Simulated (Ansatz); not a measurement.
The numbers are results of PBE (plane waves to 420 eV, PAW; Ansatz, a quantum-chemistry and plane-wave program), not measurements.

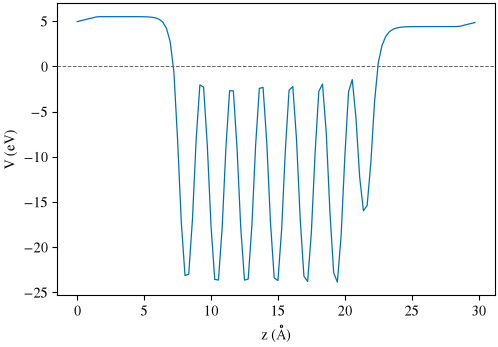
Figure: Plane-averaged electrostatic potential energy along the normal, in eV from the Fermi level, for a constructed model of the (111) surface of fcc Ir, a pseudomorphic layer of Mn in the other hollow (bottom of the slab: a bare face, its two planes held)

Set-up: 7 atoms, 13.6 Å thick at the start with caps and adatoms (thin: gaps and levels are the slab's own); mesh 16x16x1; 0.1 eV smearing; dipole correction on; 2 atoms held, the rest relaxed; symmetry of the start imposed; spin-polarised, ending with about 3.5 μB a cell; orders that need a larger cell were not tried, no spin-orbit, no U. In PBE it is, or lies within 0.01 eV a 1x1 cell of, the lowest of the 2 structures of its composition computed so far; subsurface sites and larger cells were not tried.

The surface cell has an area of 6.49 Å². What dipole along the normal does the step between the two vacuum levels imply?

the top vacuum level lies 1.10 eV below the bottom one; p = −ε₀ A ΔV (ε₀ = 0.005526 e/(V·Å)) gives 0.04 e·Å a cell.
